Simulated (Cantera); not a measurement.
Charge: 1 mol MgO, a varied amount of NF3, equilibrated at 1650 K and 85.0 Pa.

Method: chemical equilibrium by Gibbs-energy minimisation in Cantera with the NASA 1993 tables (ideal gas, pure condensed phases). Candidate condensed phases: Mg, MgF2, MgO; 24 gas species. Equilibrium is a limit: real reactors are often held back by kinetics, nucleation or transport.

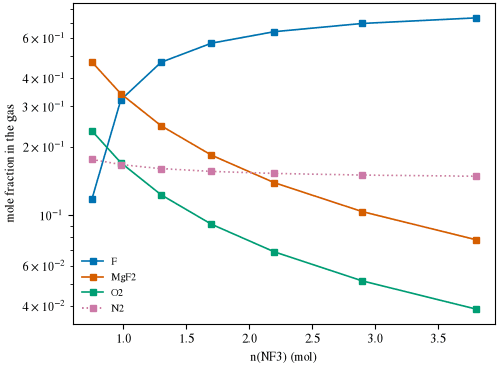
Figure. Equilibrium gas composition (values under 1e-9 drawn at 1e-9)

From 0.75 mol NF3 to 3.8 mol NF3 nothing is condensed. The main Mg-bearing gas is MgF2 throughout.
